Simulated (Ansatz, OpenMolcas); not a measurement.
GeHF3 (SMILES [F][GeH]([F])[F]): the vertical electron affinity, rung by rung

GeHF3: 5 atoms, total charge 0, spin state singlet. As SMILES, `[F][GeH]([F])[F]`. The shape is that of a PBE0-D4/def2-TZVP optimisation.

Quantity: the vertical electron affinity (to the doublet anion), in eV. The values are calculated.

The electron affinity is E(neutral) − E(anion): positive where the electron is bound.

```json
{"level": "HF/aug-cc-pVDZ", "kind": "Hartree–Fock", "program": "OpenMolcas", "value (eV)": "-1.06"}
{"level": "PBE/aug-cc-pVDZ", "kind": "GGA", "program": "OpenMolcas", "value (eV)": "-0.43"}
{"level": "M06-L/aug-cc-pVDZ", "kind": "meta-GGA", "program": "OpenMolcas", "value (eV)": "-0.83"}
{"level": "B3LYP/aug-cc-pVDZ", "kind": "global hybrid", "program": "Ansatz", "value (eV)": "-0.49"}
{"level": "PBE0/aug-cc-pVDZ", "kind": "global hybrid", "program": "Ansatz", "value (eV)": "-0.60"}
{"level": "wB97M-V/aug-cc-pVDZ", "kind": "range-separated hybrid", "program": "Ansatz", "value (eV)": "-0.85"}
{"level": "wB97X/aug-cc-pVDZ", "kind": "range-separated hybrid", "program": "Ansatz", "value (eV)": "-0.89"}
{"level": "B2PLYP/aug-cc-pVDZ", "kind": "double hybrid", "program": "Ansatz", "value (eV)": "-0.81"}
{"level": "RPA@PBE/aug-cc-pVDZ", "kind": "RPA", "program": "Ansatz", "value (eV)": "-0.66"}
{"level": "CCSD/aug-cc-pVDZ", "kind": "coupled cluster or CI", "program": "Ansatz", "value (eV)": "-0.98"}
```

All-electron rows without a relativistic Hamiltonian named are non-relativistic. Where it was recorded, the anion's HOMO is positive in HF/aug-cc-pVDZ, PBE/aug-cc-pVDZ, M06-L/aug-cc-pVDZ, B3LYP/aug-cc-pVDZ, PBE0/aug-cc-pVDZ, wB97M-V/aug-cc-pVDZ, wB97X/aug-cc-pVDZ, B2PLYP/aug-cc-pVDZ: a fault of the level (basis or self-interaction), which says nothing on whether the real anion is bound. The values span -1.06 to -0.43 eV. In the correlated wave-function rows the outer d shell of Ge is correlated, in sets not made for it. Negative values mean that the anion is unbound at that level; they are set by how diffuse the basis is and aren't properties of the molecule, whose anion may well be bound.

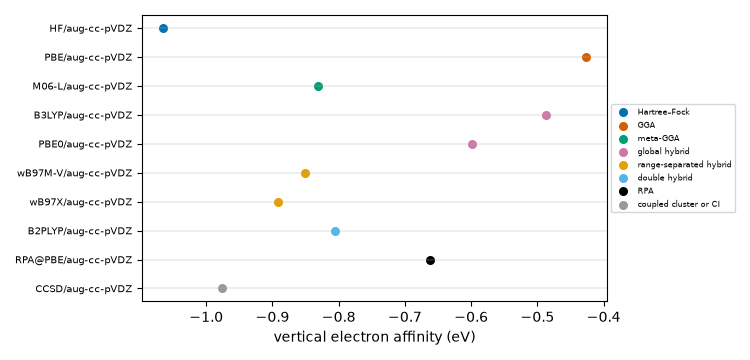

The values of the table, level by level.
